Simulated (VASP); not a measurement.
Band structure of Zn₂SeS (space group R3m). Method: modified Becke-Johnson potential (mBJ), VASP's PBE PAW potentials (set 64) (plane waves; VASP 6.6.1).

mBJ is a potential without an energy functional, so only the levels count.

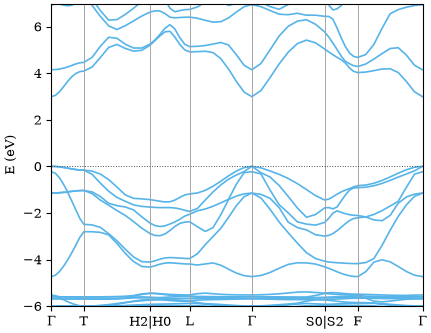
Figure: Bands along high-symmetry lines, zero at the valence-band maximum or, without a gap, the Fermi level

Read the plot: is there a gap, and where are the band edges?

The gap is direct, 2.99 eV, from the valence maximum at Γ to the conduction minimum at Γ.

The structure comes from a computed database's Zn2SeS entry (R3m); how it stands against other phases isn't given here. It was relaxed first. The cell's shape comes from a PBE relaxation.
